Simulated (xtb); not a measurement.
## Geometry relaxation of C$_{2}$H$_{4}$ClFSi (part 4 of 5)

Continued. System: C$_{2}$H$_{4}$ClFSi, SMILES FC1[SiH2]C1Cl. Method: GFN1-xTB (xtb 6.7.1). The geometry comes from this level: GFN2-xTB.

Geometry of the input (Å):
```
F  -1.4984  -1.1166  0.8579
C  -0.4557  -0.2285  0.7792
Si 1.0367  -0.5780  -0.3487
C  -0.4388  0.6177  -0.4890
Cl -0.2716  2.3591  -0.2527
H  -0.3726  0.2967  1.7255
H  2.2951  -0.0157  0.0920
H  0.9600  -1.7533  -1.1897
H  -1.2547  0.4186  -1.1744
```

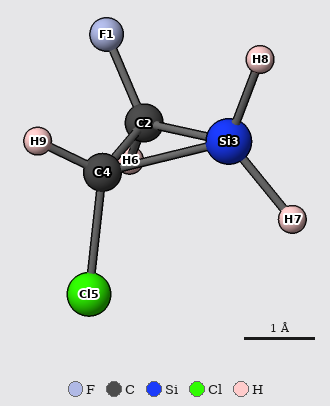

Figure 1. The geometry at step 11 of the log (ball-and-stick view, seen at a tilt; atoms are numbered from 1 in the order of the input).

Log, continued
```
 ---------------------------------
C4-Si3-C2-F1=102.29           C4-Si3-C2-H6=257.78           Cl5-Si3-C2-F1=146.71          Cl5-Si3-C2-C4= 44.42
Cl5-Si3-C2-H6=302.20          H7-Si3-C2-F1=200.36           H7-Si3-C2-C4= 98.07           H7-Si3-C2-H6=355.85
H8-Si3-C2-F1=349.12           H8-Si3-C2-C4=246.83           H8-Si3-C2-H6=144.60           Si3-C4-C2-F1=263.86
Si3-C4-C2-H6=142.82           Cl5-C4-C2-F1=173.91           Cl5-C4-C2-Si3=270.05          Cl5-C4-C2-H6= 52.86
H9-C4-C2-F1= 50.22            H9-C4-C2-Si3=146.36           H9-C4-C2-H6=289.18            C2-C4-Si3-Cl5=258.09
C2-C4-Si3-H7=240.31           C2-C4-Si3-H8= 90.63           Cl5-C4-Si3-C2=101.91          Cl5-C4-Si3-H7=342.22
Cl5-C4-Si3-H8=192.55          H9-C4-Si3-C2=254.66           H9-C4-Si3-Cl5=152.75          H9-C4-Si3-H7=134.97
H9-C4-Si3-H8=345.30           Si3-Cl5-C4-C2= 65.74          Si3-Cl5-C4-H9=194.31
           -------------------------------------------------
          |                Final Singlepoint                |
           -------------------------------------------------

          ...................................................
          :                      SETUP                      :
          :.................................................:
          :  # basis functions                  40          :
          :  # atomic orbitals                  38          :
          :  # shells                           20          :
          :  # electrons                        30          :
          :  # halogen bonds                     0          :
          :  max. iterations                   250          :
          :  Hamiltonian                  GFN1-xTB          :
          :  restarted?                      false          :
          :  GBSA solvation                  false          :
          :  PC potential                    false          :
          :  electronic temp.          300.0000000     K    :
          :  accuracy                    1.0000000          :
          :  -> integral cutoff          0.2500000E+02      :
          :  -> integral neglect         0.1000000E-07      :
          :  -> SCF convergence          0.1000000E-05 Eh   :
          :  -> wf. convergence          0.2000000E-04 e    :
          :  Broyden damping             0.4000000          :
          :  net charge                          0          :
          :  unpaired electrons                  0          :
          ...................................................

 iter      E             dE          RMSdq      gap      omega  full diag
   1    -17.6631364 -0.176631E+02  0.135E-05    4.65       0.0  T
   2    -17.6631364 -0.291323E-12  0.630E-06    4.65    5290.6  T
   3    -17.6631364 -0.710543E-14  0.292E-06    4.65   11400.5  T

   *** convergence criteria satisfied after 3 iterations ***

         #    Occupation            Energy/Eh            Energy/eV
      -------------------------------------------------------------
         1        2.0000           -0.9186800             -24.9986
       ...           ...                  ...                  ...
         9        2.0000           -0.5253848             -14.2964
        10        2.0000           -0.4991444             -13.5824
        11        2.0000           -0.4900043             -13.3337
        12        2.0000           -0.4840469             -13.1716
        13        2.0000           -0.4644716             -12.6389
        14        2.0000           -0.4276452             -11.6368
        15        2.0000           -0.4098380             -11.1523 (HOMO)
        16                         -0.2388361              -6.4991 (LUMO)
        17                         -0.2155987              -5.8667
        18                         -0.1787289              -4.8635
        19                         -0.1644800              -4.4757
        20                         -0.1275910              -3.4719
       ...                                ...                  ...
        38                          1.6828727              45.7933
      -------------------------------------------------------------
                  HL-Gap            0.1710019 Eh            4.6532 eV
             Fermi-level           -0.3243370 Eh           -8.8257 eV

 SCC (total)                   0 d,  0 h,  0 min,  0.013 sec
 SCC setup                      ...        0 min,  0.000 sec (  1.016%)
 Dispersion                     ...        0 min,  0.000 sec (  0.283%)
 classical contributions        ...        0 min,  0.000 sec (  0.092%)
 integral evaluation            ...        0 min,  0.004 sec ( 30.123%)
 iterations                     ...        0 min,  0.001 sec ( 10.302%)
 molecular gradient             ...        0 min,  0.007 sec ( 56.610%)
 printout                       ...        0 min,  0.000 sec (  1.439%)

         :::::::::::::::::::::::::::::::::::::::::::::::::::::
         ::                     SUMMARY                     ::
         :::::::::::::::::::::::::::::::::::::::::::::::::::::
         :: total energy             -17.565120633069 Eh    ::
         :: gradient norm              0.000022953181 Eh/a0 ::
         :: HOMO-LUMO gap              4.653197516617 eV    ::
         ::.................................................::
         :: SCC energy               -17.663136384772 Eh    ::
         :: -> electrostatic           0.020487422071 Eh    ::
         :: repulsion energy           0.101208821764 Eh    ::
         :: dispersion energy         -0.003193070060 Eh    ::
         :: halogen bond corr.         0.000000000000 Eh    ::
         :: add. restraining           0.000000000000 Eh    ::
         :: total charge              -0.000000000000 e     ::
         :::::::::::::::::::::::::::::::::::::::::::::::::::::

           -------------------------------------------------
          |                Property Printout                |
           -------------------------------------------------

    * Orbital Energies and Occupations

         #    Occupation            Energy/Eh            Energy/eV
      -------------------------------------------------------------
         1        2.0000           -0.9186800             -24.9986
       ...           ...                  ...                  ...
         3        2.0000           -0.6708997             -18.2561
         4        2.0000           -0.6180080             -16.8169
         5        2.0000           -0.6076743             -16.5357
         6        2.0000           -0.5673245             -15.4377
         7        2.0000           -0.5523841             -15.0311
         8        2.0000           -0.5417675             -14.7422
         9        2.0000           -0.5253848             -14.2964
        10        2.0000           -0.4991444             -13.5824
        11        2.0000           -0.4900043             -13.3337
        12        2.0000           -0.4840469             -13.1716
        13        2.0000           -0.4644716             -12.6389
        14        2.0000           -0.4276452             -11.6368
        15        2.0000           -0.4098380             -11.1523 (HOMO)
        16                         -0.2388361              -6.4991 (LUMO)
        17                         -0.2155987              -5.8667
        18                         -0.1787289              -4.8635
        19                         -0.1644800              -4.4757
        20                         -0.1275910              -3.4719
        21                         -0.0953871              -2.5956
        22                         -0.0929456              -2.5292
        23                         -0.0859889              -2.3399
        24                         -0.0714943              -1.9455
        25                         -0.0561910              -1.5290
        26                         -0.0438441              -1.1931
       ...                                ...                  ...
        38                          1.6828727              45.7933
      -------------------------------------------------------------
                  HL-Gap            0.1710019 Eh            4.6532 eV
             Fermi-level           -0.3243370 Eh           -8.8257 eV

  Mulliken/CM5 charges         n(s)   n(p)   n(d)
     1F    -0.28280 -0.30465   1.831  5.451  0.000
     2C     0.11801  0.11864   1.063  2.819  0.000
     3Si    0.28971  0.02493   1.294  1.762  0.655
     4C    -0.03096 -0.04528   1.080  2.951  0.000
     5Cl   -0.09985 -0.09688   1.943  5.168 -0.011
     6H     0.03119  0.08979   0.969  0.000  0.000
     7H    -0.03920  0.05214   1.039  0.000  0.000
     8H    -0.03514  0.05462   1.035  0.000  0.000
     9H     0.04903  0.10670   0.951  0.000  0.000

Wiberg/Mayer (AO) data.
largest (>0.10) Wiberg bond orders for each atom

 ---------------------------------------------------------------------------
     #   Z sym  total        # sym  WBO       # sym  WBO       # sym  WBO
 ---------------------------------------------------------------------------
     1   9 F    1.042 --     2 C    0.855     3 Si   0.121
     2   6 C    3.759 --     3 Si   0.976     6 H    0.964     4 C    0.906
                             1 F    0.855
     3  14 Si   4.225 --     4 C    0.989     2 C    0.976     7 H    0.918
                             8 H    0.915     5 Cl   0.269     1 F    0.121
     4   6 C    3.803 --     3 Si   0.989     9 H    0.971     2 C    0.906
                             5 Cl   0.871
     5  17 Cl   1.194 --     4 C    0.871     3 Si   0.269
     6   1 H    1.018 --     2 C    0.964
     7   1 H    1.000 --     3 Si   0.918
     8   1 H    0.997 --     3 Si   0.915
     9   1 H    1.009 --     4 C    0.971
 ---------------------------------------------------------------------------

Topologies differ in total number of bonds
Writing topology from bond orders to xtbtopo.mol

 dipole moment from electron density (au)
     X       Y       Z
   0.6253   0.1455  -0.1788  total (Debye):    1.694

           -------------------------------------------------
          |                Geometry Summary                 |
           -------------------------------------------------

      molecular mass/u    :      110.5900743
   center of mass at/Å    :        0.0317644       0.3663718      -0.0021239
  moments of inertia/u·Å² :        0.8629774E+02   0.2287223E+03   0.2873075E+03
rotational constants/cm⁻¹ :        0.1953427E+00   0.7370349E-01   0.5867453E-01

 * 7 selected distances

     #   Z          #   Z                                           value/Å
     2   6 C        3  14 Si                                      1.8721406 (max)
     3  14 Si       4   6 C                                       1.8651189
     4   6 C        5  17 Cl                                      1.8110931
     2   6 C        6   1 H                                       1.0890778
     3  14 Si       7   1 H                                       1.4388122
     3  14 Si       8   1 H                                       1.4472620
     4   6 C        9   1 H                                       1.0833762 (min)

 * 4 distinct bonds (by element types)

   Z      Z             #   av. dist./Å        max./Å        min./Å
   1 H    6 C           2     1.0862270     1.0890778     1.0833762
   1 H   14 Si          2     1.4430371     1.4472620     1.4388122
   6 C   14 Si          2     1.8686297     1.8721406     1.8651189
   6 C   17 Cl          1     1.8110931     1.8110931     1.8110931

optimized geometry written to: xtbopt.xyz

           -------------------------------------------------
          | TOTAL ENERGY              -17.565120633069 Eh   |
          | GRADIENT NORM               0.000022953181 Eh/α |
          | HOMO-LUMO GAP               4.653197516617 eV   |
           -------------------------------------------------

------------------------------------------------------------------------
------------------------------------------------------------------------
 total:
 *  cpu-time:     0 d,  0 h,  0 min,  0.342 sec
 * ratio c/w:     0.999 speedup
 SCF:
 *  cpu-time:     0 d,  0 h,  0 min,  0.011 sec
 * ratio c/w:     1.000 speedup
 ANC optimizer:
 *  cpu-time:     0 d,  0 h,  0 min,  0.323 sec
 * ratio c/w:     0.999 speedup
```

File xtbopt.xyz
```
9
 energy: -17.565120633069 gnorm: 0.000022953181 xtb: 6.7.1
F           -1.19685347815156       -1.38620066960924        0.64095539301419
C           -0.46753992676452       -0.20531476027832        0.82135409454846
Si           0.99635462645409       -0.46554616942679       -0.31627594836568
C           -0.53613732144110        0.57003618643763       -0.55649537275351
Cl           0.26445607279659        2.14975726841370       -0.17756387039005
H           -0.85655133859949        0.30096802499375        1.70364553322605
H            2.29260171382451        0.15878270202330       -0.32798977531989
H            1.00466378726436       -1.84249481917569       -0.76182092844270
H           -1.50100413538288        0.72000223662165       -1.02579912551688
```

Standard error
```
normal termination of xtb
```

Trajectory as extended XYZ (Å, eV, eV/Å), 21 of the 28 frames kept, from step=0 to step=27
```
9
Properties=species:S:1:pos:R:3 step=0 energy=-477.74907
F    -1.4984   -1.1166    0.8579
C    -0.4557   -0.2285    0.7792
Si    1.0367   -0.5780   -0.3487
C    -0.4388    0.6177   -0.4890
Cl   -0.2716    2.3591   -0.2527
H    -0.3726    0.2967    1.7255
H     2.2951   -0.0157    0.0920
H     0.9600   -1.7533   -1.1897
H    -1.2547    0.4186   -1.1744
9
Properties=species:S:1:pos:R:3 step=1 energy=-477.86777
F    -1.5450   -1.0707    0.8417
C    -0.4320   -0.2532    0.7888
Si    1.0440   -0.5910   -0.3449
C    -0.4081    0.6099   -0.5088
Cl   -0.3061    2.3602   -0.2014
H    -0.4127    0.3346    1.7150
H     2.3218   -0.0358    0.0370
H     1.0126   -1.7669   -1.1819
H    -1.2744    0.4129   -1.1455
9
Properties=species:S:1:pos:R:3 step=3 energy=-477.89551
F    -1.5512   -1.0694    0.8412
C    -0.4236   -0.2710    0.8044
Si    1.0235   -0.5788   -0.3448
C    -0.3998    0.6181   -0.5272
Cl   -0.3069    2.3748   -0.2092
H    -0.4209    0.3293    1.7223
H     2.3201   -0.0579    0.0214
H     1.0431   -1.7631   -1.1710
H    -1.2842    0.4181   -1.1370
9
Properties=species:S:1:pos:R:3 step=4 energy=-477.89631
F    -1.5440   -1.0740    0.8386
C    -0.4226   -0.2719    0.8043
Si    1.0213   -0.5758   -0.3487
C    -0.4008    0.6206   -0.5314
Cl   -0.3025    2.3749   -0.2101
H    -0.4195    0.3282    1.7203
H     2.3159   -0.0572    0.0267
H     1.0418   -1.7667   -1.1657
H    -1.2897    0.4219   -1.1340
9
Properties=species:S:1:pos:R:3 step=5 energy=-477.89667
F    -1.5423   -1.0759    0.8355
C    -0.4228   -0.2732    0.8054
Si    1.0214   -0.5767   -0.3482
C    -0.4012    0.6198   -0.5323
Cl   -0.2944    2.3715   -0.2090
H    -0.4232    0.3296    1.7196
H     2.3140   -0.0501    0.0242
H     1.0409   -1.7686   -1.1637
H    -1.2925    0.4237   -1.1314
9
Properties=species:S:1:pos:R:3 step=7 energy=-477.89731
F    -1.5359   -1.0862    0.8253
C    -0.4242   -0.2744    0.8065
Si    1.0212   -0.5765   -0.3485
C    -0.4059    0.6169   -0.5349
Cl   -0.2650    2.3625   -0.2034
H    -0.4371    0.3320    1.7186
H     2.3097   -0.0301    0.0112
H     1.0429   -1.7776   -1.1502
H    -1.3057    0.4334   -1.1246
9
Properties=species:S:1:pos:R:3 step=8 energy=-477.89557
F    -1.4672   -1.1976    0.7521
C    -0.4358   -0.2729    0.8138
Si    1.0098   -0.5634   -0.3504
C    -0.4549    0.5896   -0.5565
Cl   -0.0043    2.2982   -0.1722
H    -0.5663    0.3459    1.7188
H     2.2722    0.1150   -0.1001
H     1.0723   -1.8431   -1.0321
H    -1.4259    0.5281   -1.0734
9
Properties=species:S:1:pos:R:3 step=9 energy=-477.90259
F    -1.4964   -1.1466    0.7873
C    -0.4318   -0.2708    0.8102
Si    1.0152   -0.5660   -0.3495
C    -0.4350    0.6022   -0.5442
Cl   -0.1275    2.3242   -0.1888
H    -0.5066    0.3368    1.7198
H     2.2905    0.0429   -0.0503
H     1.0565   -1.8085   -1.0842
H    -1.3651    0.4858   -1.1004
9
Properties=species:S:1:pos:R:3 step=11 energy=-477.91300
F    -1.4503   -1.2087    0.7522
C    -0.4396   -0.2651    0.8138
Si    1.0086   -0.5516   -0.3488
C    -0.4637    0.5875   -0.5529
Cl    0.0055    2.2807   -0.1791
H    -0.5781    0.3401    1.7199
H     2.2727    0.1084   -0.1098
H     1.0646   -1.8318   -1.0185
H    -1.4197    0.5404   -1.0768
9
Properties=species:S:1:pos:R:3 step=12 energy=-477.86106
F    -1.3445   -1.3424    0.6792
C    -0.4565   -0.2498    0.8207
Si    0.9944   -0.5164   -0.3457
C    -0.5253    0.5561   -0.5713
Cl    0.2840    2.1810   -0.1603
H    -0.7346    0.3459    1.7180
H     2.2379    0.2406   -0.2377
H     1.0766   -1.8760   -0.8753
H    -1.5319    0.6611   -1.0276
9
Properties=species:S:1:pos:R:3 step=14 energy=-477.93457
F    -1.3821   -1.2779    0.7198
C    -0.4469   -0.2506    0.8154
Si    1.0017   -0.5260   -0.3420
C    -0.4920    0.5731   -0.5616
Cl    0.1249    2.2260   -0.1742
H    -0.6658    0.3400    1.7148
H     2.2663    0.1505   -0.1763
H     1.0589   -1.8404   -0.9418
H    -1.4649    0.6053   -1.0540
9
Properties=species:S:1:pos:R:3 step=15 energy=-477.94961
F    -1.3324   -1.3097    0.7123
C    -0.4495   -0.2356    0.8141
Si    0.9994   -0.5016   -0.3368
C    -0.5054    0.5696   -0.5627
Cl    0.1508    2.1982   -0.1750
H    -0.7104    0.3317    1.7084
H     2.2784    0.1441   -0.2040
H     1.0345   -1.8336   -0.9007
H    -1.4653    0.6370   -1.0556
9
Properties=species:S:1:pos:R:3 step=16 energy=-477.96155
F    -1.2649   -1.3604    0.6948
C    -0.4551   -0.2189    0.8159
Si    0.9982   -0.4746   -0.3265
C    -0.5258    0.5596   -0.5670
Cl    0.2158    2.1578   -0.1789
H    -0.7859    0.3292    1.7015
H     2.2931    0.1470   -0.2492
H     1.0133   -1.8229   -0.8466
H    -1.4888    0.6832   -1.0441
9
Properties=species:S:1:pos:R:3 step=18 energy=-477.96804
F    -1.2370   -1.3762    0.6801
C    -0.4647   -0.2174    0.8165
Si    0.9977   -0.4610   -0.3226
C    -0.5383    0.5576   -0.5654
Cl    0.2588    2.1429   -0.1809
H    -0.8269    0.3100    1.6968
H     2.2982    0.1611   -0.2910
H     1.0153   -1.8289   -0.8018
H    -1.5030    0.7117   -1.0318
9
Properties=species:S:1:pos:R:3 step=19 energy=-477.96923
F    -1.2259   -1.3811    0.6722
C    -0.4652   -0.2150    0.8172
Si    0.9996   -0.4605   -0.3228
C    -0.5384    0.5596   -0.5641
Cl    0.2563    2.1451   -0.1777
H    -0.8369    0.3134    1.6964
H     2.3011    0.1558   -0.2991
H     1.0119   -1.8320   -0.7929
H    -1.5025    0.7148   -1.0291
9
Properties=species:S:1:pos:R:3 step=20 energy=-477.97039
F    -1.2118   -1.3851    0.6595
C    -0.4694   -0.2112    0.8186
Si    1.0005   -0.4632   -0.3175
C    -0.5377    0.5613   -0.5628
Cl    0.2595    2.1454   -0.1754
H    -0.8473    0.3107    1.6967
H     2.3003    0.1566   -0.3149
H     1.0091   -1.8345   -0.7789
H    -1.5030    0.7201   -1.0253
```
